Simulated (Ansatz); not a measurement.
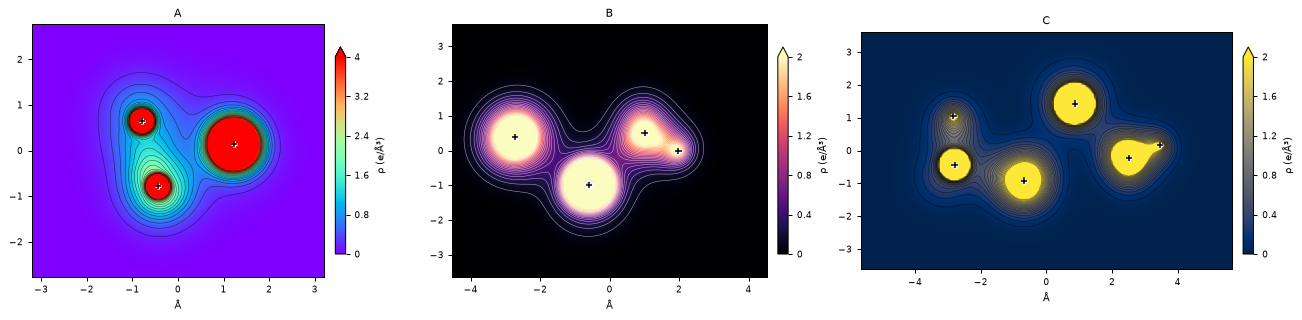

The electron density of 3 systems, each on a plane through atoms (crosses mark nuclei in the plane).

These are results of isolated molecule in a Gaussian basis; Kohn-Sham density functional theory, functional PBE0 in Ansatz 0.2.0, not measurements.

System 1: CBCu (SMILES [B]1=[C+][Cu-]1) (triplet), the molecular plane. Geometry: BLYP-D3(BJ)/def2-SVP.

```yaml
atoms:
  - { symbol: C, position_ang: [-1.0424, -0.5429, 0.1895] }
  - { symbol: B, position_ang: [0.1682, -0.6482, -0.6492] }
  - { symbol: Cu, position_ang: [0.1412, 0.7881, 0.8480] }
```

System 2: CH₄BrSn (SMILES [CH3][SnH][Br]) (doublet), the plane of atoms C1, Sn3 and Br2. Geometry: r2SCAN-D4/def2-SVP; core potentials replace the inner electrons of Sn.

```xyz
7

C    -2.9511    0.3545    0.3998
Br    0.6295    0.9833    1.2326
Sn   -1.6304    2.0403    0.7984
H    -3.9818    0.7129    0.2662
H    -2.6161   -0.1779   -0.5001
H    -2.8919   -0.3130    1.2729
H    -2.0471    2.7910    2.3157
```

System 3: ClGaH₆NSi (charge +1), the plane of atoms Cl1, Si4 and H9. Geometry: B3LYP-D3(BJ)/def2-SVP.

```yaml
atoms:
  - { symbol: Cl, position_ang: [-0.1270, -0.0380, -0.6889] }
  - { symbol: Ga, position_ang: [-2.5462, 0.1215, 0.7409] }
  - { symbol: N, position_ang: [-3.2707, 0.4981, -1.4457] }
  - { symbol: Si, position_ang: [1.5175, -0.4544, 0.6470] }
  - { symbol: H, position_ang: [-2.8347, 1.3293, -1.8603] }
  - { symbol: H, position_ang: [-4.2846, 0.6362, -1.5170] }
  - { symbol: H, position_ang: [-3.0393, -0.2826, -2.0699] }
  - { symbol: H, position_ang: [2.0725, -1.7449, 0.1880] }
  - { symbol: H, position_ang: [0.8900, -0.5301, 1.9875] }
  - { symbol: H, position_ang: [2.4380, 0.6919, 0.4964] }
```

Match each panel to its system.

Panel A is system 1, CBCu: the plane holds C, B and Cu. C–B (1.48 Å): the density is about 1.5 e/Å³ at the midpoint. Panel B is system 2, CH₄BrSn: the plane holds C, Br, Sn and H. C–Sn (2.18 Å): the density is about 0.67 e/Å³ at the midpoint. Panel C is system 3, ClGaH₆NSi: the plane holds Cl, Ga, N, Si and H. Si–Cl (2.16 Å): ρ is about 0.74 e/Å³ halfway.
